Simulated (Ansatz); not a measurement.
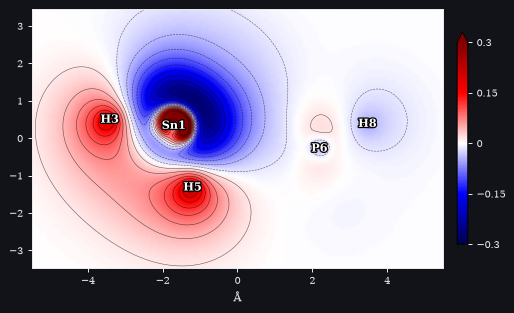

*ClH3Sn···PH3. The LUMO on the plane of atoms H3, Sn1 and H5 (values in Å⁻³ᐟ²; the overall sign is arbitrary).*

Core potentials replace the inner electrons of Sn.

Computed with RKS PBE-D4/def2-SVP (Ansatz).

```xyz
9

Sn    0.5400    0.1839   -0.2434
Cl    0.7983   -0.1227    2.1084
H     2.1491    0.2892   -0.8588
H    -0.3354    1.6497   -0.4552
H    -0.2909   -1.2058   -0.8285
P    -3.1160   -0.3205    1.1345
H    -3.6229   -1.6526    1.3482
H    -4.1463    0.2798    1.9438
H    -2.1926   -0.4130    2.2341
```

> Describe this orbital and give its energy.

It lies mainly on Sn1 (about 55 %) and Cl2 (about 30 %). Its energy is −1.65 eV.
